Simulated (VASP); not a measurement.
Band structure of TaS₂ (space group R3m). All values below come from LDA (Ceperley-Alder, Perdew-Zunger), VASP's LDA PAW potentials (set 64) (plane waves; VASP).

Unless said otherwise, spin-orbit coupling is left out, though it shifts the bands of the heavy elements here.

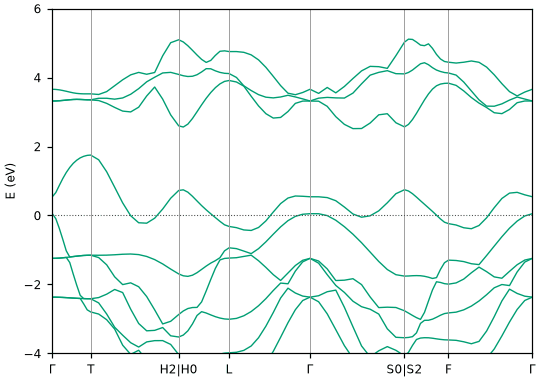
Bands along high-symmetry lines, zero at the valence-band maximum or, without a gap, the Fermi level

Problem. Read the plot: is there a gap, and where are the band edges?

Solution. It has no gap at this level: it comes out as a metal or semimetal. (Edges off the drawn lines would not show.)

The structure comes from a computed database's TaS2 entry (R3m); how it stands against other phases isn't given here. It was relaxed first, which changed the volume by -10 %. The electron count is odd and the run is not spin-polarised, which forces a metal.
